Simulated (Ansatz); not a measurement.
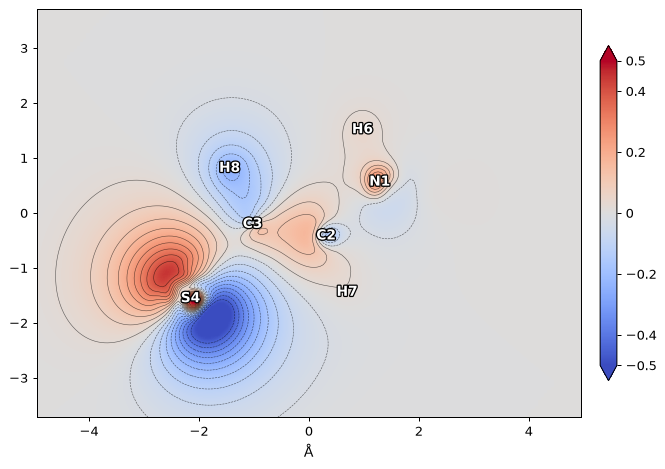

The picture shows: C2H5NS (SMILES NC=CS). The HOMO−1 on the plane of atoms C3, C2 and H7 (values in Å⁻³ᐟ²; the overall sign is arbitrary).

All numbers below come from Ansatz, RKS PBE-D4/6-31G*.

| atom | x (Å) | y (Å) | z (Å) |
| --- | --- | --- | --- |
| N | -0.4930 | 1.0330 | -0.7481 |
| C | 0.4073 | -0.0243 | -0.7207 |
| C | 0.4765 | -0.9859 | 0.2327 |
| S | 1.8900 | -2.0544 | 0.3345 |
| H | -0.7541 | 1.3602 | -1.6778 |
| H | -1.3054 | 0.9314 | -0.1377 |
| H | 1.1579 | 0.0033 | -1.5191 |
| H | -0.2521 | -1.0236 | 1.0522 |
| H | 1.2835 | -3.2522 | 0.0738 |

### What is the character of this orbital?

Its weight (Hirshfeld) is mainly on S4 (about 65 %), C3 (about 15 %) and N1 (about 5 %); largely a lone pair of S4. Its energy is −5.59 eV.
